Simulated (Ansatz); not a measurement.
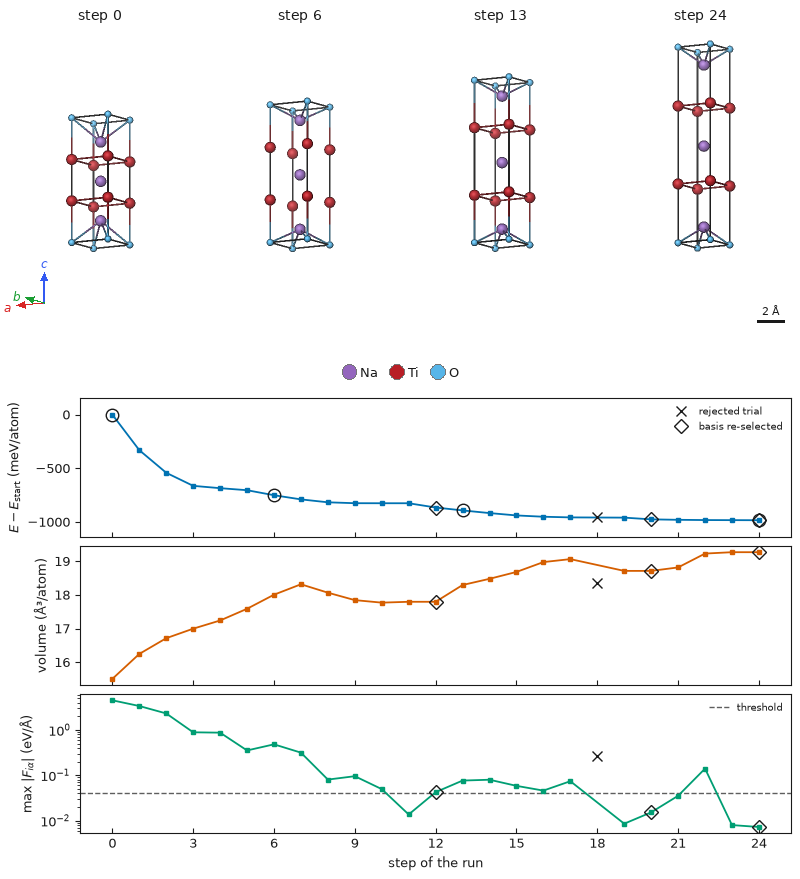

Frames of a relaxation of a crystal of Na$_{3}$Ti$_{2}$O (a generated structure, set up in P4/mmm) (coarse preliminary run), marked on the history of the run. A ball-and-stick model of the cell of the calculation, seen from a free direction.

Level of theory: Ansatz 0.2.0, DFT PBE, scalar-relativistic, plane waves, PAW. Set-up: plane-wave cutoff 420 eV; k-point mesh 6 × 6 × 2; occupations gaussian; smearing width 0.1 eV; collinear spin; cell and atoms relaxed; force threshold 0.04 eV/Å; at most 70 steps.

Question: Describe the path.

Answer: The largest moves relative to the cell, 1.45 Å, are those of Na atoms. Largest moves by element: Na 1.45 Å, Ti 0.49 Å. O stays in place. Cell: a = b 3.145 → 2.800 Å (−11.0 %), c 9.403 → 14.747 Å (+56.8 %). Volume +24.3 %. Near-neighbour distances that change, for instance: Na–Na 2.974 → 6.110 Å, Ti–Ti 3.117 → 5.868 Å, O–Ti 3.143 → 4.440 Å, Na–Ti 2.636 → 3.742 Å. Bond angles that change, for instance: O–Na–O 104.3° → 114.9°, O–Na–O 67.9° → 73.2°. The space group stays P4/mmm (No. 123). After 20 accepted moves (24 points after the start) the energy has fallen by 984 meV per atom. Largest force component: 4.5 eV/Å at the start, 0.0073 eV/Å at the end. The pressure goes from 16.37 to 0.04 GPa. The line search rejected the trial step at point 18 of the run. At 3 points the geometry stayed and the basis and grid were re-selected for the new cell (energy shift of 39.7 meV per atom at most each time). From step 0 to 6: Na atoms move most (0.82 Å), volume +16.1 %, energy −751 meV per atom. From step 6 to 13: Ti atoms move most (0.21 Å), volume +1.6 %, energy −141 meV per atom. From step 13 to 24: Ti atoms move most (0.13 Å), volume +5.3 %, energy −91.4 meV per atom.

| step | E − E(0), meV/atom | largest force component, eV/Å | pressure, GPa | volume, Å³/atom | note |
| --- | --- | --- | --- | --- | --- |
| 0 | 0.00 | 4.5205 | 16.37 | 15.504 |  |
| 1 | -330.80 | 3.3839 | 9.18 | 16.245 |  |
| 2 | -541.67 | 2.3189 | 4.92 | 16.713 |  |
| 3 | -663.41 | 0.8903 | 2.55 | 16.996 |  |
| 4 | -685.12 | 0.8743 | 1.73 | 17.239 |  |
| 5 | -704.00 | 0.3542 | 0.83 | 17.587 |  |
| 6 | -750.89 | 0.4833 | 0.34 | 18.005 |  |
| 7 | -789.57 | 0.3169 | -0.68 | 18.315 |  |
| 8 | -816.77 | 0.0807 | -0.17 | 18.065 |  |
| 9 | -825.11 | 0.0958 | -0.09 | 17.844 |  |
| 10 | -825.50 | 0.0497 | 0.04 | 17.769 |  |
| 11 | -825.59 | 0.0137 | -0.06 | 17.795 |  |
| 12 | -865.28 | 0.0426 | 2.59 | 17.795 | same geometry, new basis |
| 13 | -892.30 | 0.0768 | 1.52 | 18.293 |  |
| 14 | -917.16 | 0.0801 | 1.34 | 18.477 |  |
| 15 | -939.08 | 0.0587 | 0.93 | 18.681 |  |
| 16 | -951.24 | 0.0461 | 0.19 | 18.974 |  |
| 17 | -957.36 | 0.0743 | -0.85 | 19.062 |  |
| 18 | -949.71 | 0.2659 | 0.21 | 18.358 | rejected |
| 19 | -959.58 | 0.0086 | -0.21 | 18.712 |  |
| 20 | -975.56 | 0.0153 | 0.81 | 18.712 | same geometry, new basis |
| 21 | -979.86 | 0.0354 | 0.77 | 18.815 |  |
| 22 | -982.19 | 0.1408 | -0.17 | 19.227 |  |
| 23 | -982.93 | 0.0080 | 0.02 | 19.268 |  |
| 24 | -983.66 | 0.0073 | 0.04 | 19.268 | same geometry, new basis |
